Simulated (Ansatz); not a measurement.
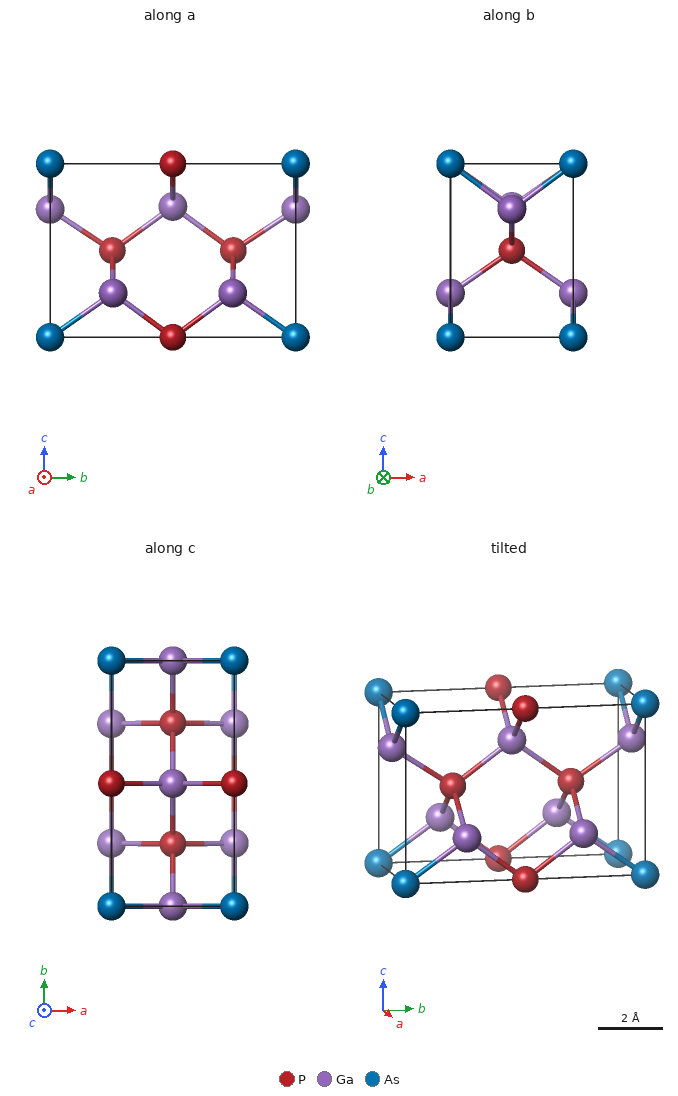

Drawn in the ball-and-stick manner and seen along the a axis, along the b axis, along the c axis and slightly off an axis. The edges of the conventional unit cell are marked.

Lattice parameters: a = 3.894 Å, b = 7.785 Å, c = 5.500 Å, α = 90.00°, β = 90.00°, γ = 90.00°. Put a along x and b in the xy plane.

> Write down what is shown as a POSCAR file, with free fractional coordinates to two decimals.

```
P Ga As
1.0
     3.894    0.000    0.000
     0.000    7.785    0.000
     0.000    0.000    5.500
P Ga As
3 4 1
Direct
  0.50 0.75 0.50
  0.00 0.50 0.00
  0.50 0.25 0.50
  0.00 0.74 0.25
  0.50 0.50 0.75
  0.00 0.26 0.25
  0.50 0.00 0.74
  0.00 0.00 0.00
```

The structure was taken from a structure type filled with these elements by a generator (whether the compound takes this form wasn't checked). The structure drawn was relaxed with Ansatz 0.2.0, DFT, r2SCAN, plane waves, PAW.
